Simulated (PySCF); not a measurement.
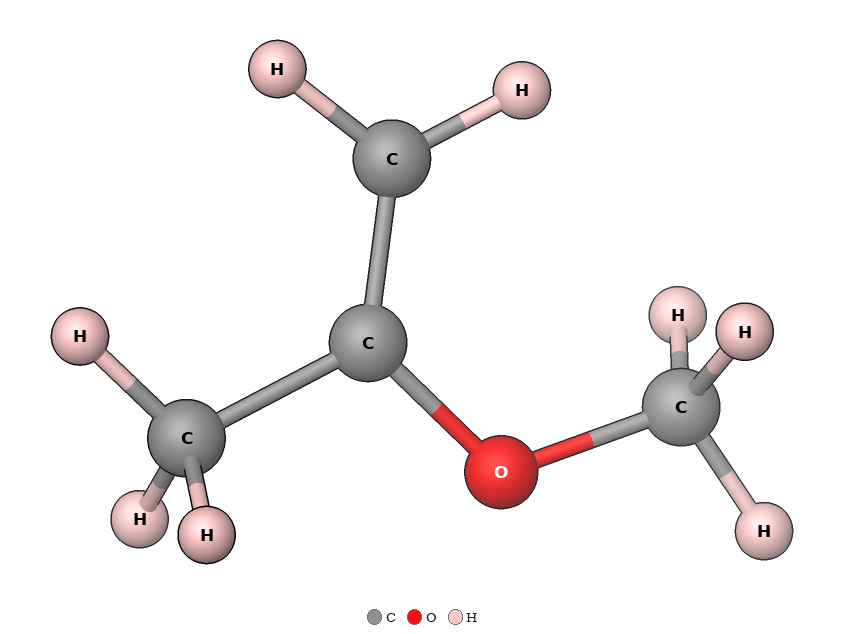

Atoms fade into the background with distance from the viewer. Computed geometry: GFN2-xTB optimisation. No frequency run is at hand to confirm it as a minimum.

List the symmetry elements and name the point group.

Answer. It has 1 mirror plane, so the point group is Cs. The group has 2 operations. The geometry is achiral, and symmetry allows a dipole moment.
